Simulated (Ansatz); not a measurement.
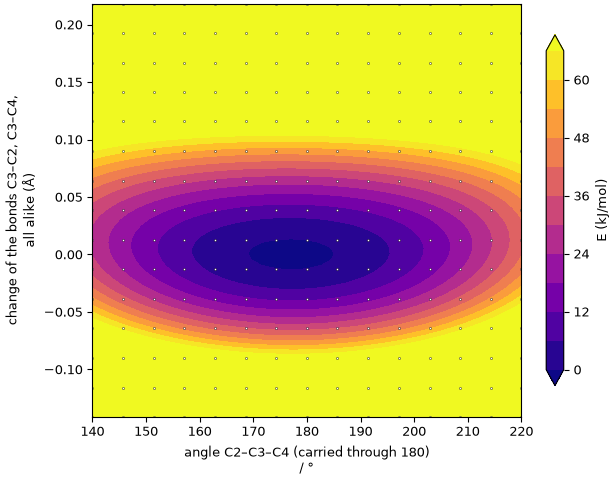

C₃HClF, SMILES F[C+]=C=CCl, charge +1. 
- Coordinates scanned: (1) angle C2–C3–C4 (carried through 180); (2) change of the bonds C3–C2, C3–C4, all alike.
- Nothing is relaxed (all other coordinates rigid).
- Grid: 15 × 15 points.
- Points are written as (first, second).
- Energies are in kJ/mol, from the lowest grid point.
- Computed with RKS PBE0-D4/def2-TZVP (Ansatz 0.2.0).

The picture shows filled contours, dots at the grid points, one colour for all values above the top of the scale. Between grid points the surface is interpolated.

Estimate the position of the minimum and the force constants in these coordinates.

Answer. The interpolated minimum is at the first coordinate ≈ 177.1°, the second coordinate ≈ 0.000 Å. The curvatures there are about 1.5 eV/rad² and 157 eV/Å², with a cross term of about 0 eV/(rad·Å). Round the minimum the two coordinates are nearly uncoupled. (1 eV is 96.5 kJ/mol.)
